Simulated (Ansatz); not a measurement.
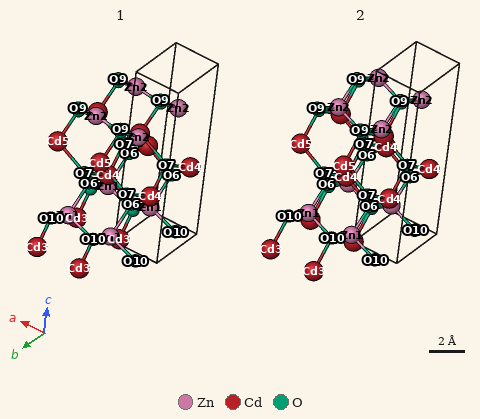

Two geometries of crystalline Zn$_{2}$Cd$_{3}$O$_{5}$ (a generated structure, set up in P1) (coarse preliminary run), drawn at one scale. One is the start of a relaxation, the other its converged end. Style: ball-and-stick. Shown: the cell of the calculation, repeated 2 × 2 × 1 with one cell outlined, from a free direction.

Level of theory: DFT PBE, scalar-relativistic, plane waves, PAW in Ansatz. (plane-wave cutoff 420 eV; k-point mesh 6 × 6 × 6; occupations gaussian; smearing width 0.2 eV; no spin polarisation; cell and atoms relaxed; force threshold 0.025 eV/Å; at most 60 steps)

**Which one is relaxed?**

Structure 2 is the relaxed one. Over 5 accepted moves (6 points after the start) the energy falls by 362 meV per atom. Largest force component: 5.5 eV/Å at the start, 0.011 eV/Å at the end. The pressure goes from 11.82 to 0.13 GPa. The SCF was repeated once at an unchanged geometry on a basis and grid sized afresh for the cell, which shifted the energy by 1.1 meV per atom at most. The largest move relative to the cell is that of a Zn atom, 0.56 Å along [0 −1 1]. Largest moves by element: Zn 0.56 Å, Cd 0.32 Å, O 0.19 Å. The volume changes by +2.0 %, with a 3.387 → 3.448 Å (+1.8 %), b 3.444 → 3.453 Å (+0.2 %), c 12.721 → 12.731 Å (+0.1 %), α 96.9° → 97.7°. Among the contacts that change: O–Zn 2.527 → 2.018 Å, O–Zn 1.629 → 2.017 Å, Cd–O 1.875 → 2.213 Å, Cd–O 2.491 → 2.213 Å. New bonds form, among them: O–Zn (2.53 → 2.02 Å). Bond angles that change, for instance: Zn–O–Zn 151.0° → 117.4°, O–Zn–O 151.0° → 117.4°, Zn–O–Cd 88.3° → 108.9°. Within 0.06 Å the space group is P1 at the start and I-4m2 at the end; at a tighter tolerance small leftover displacements or strains of the cell lower it.
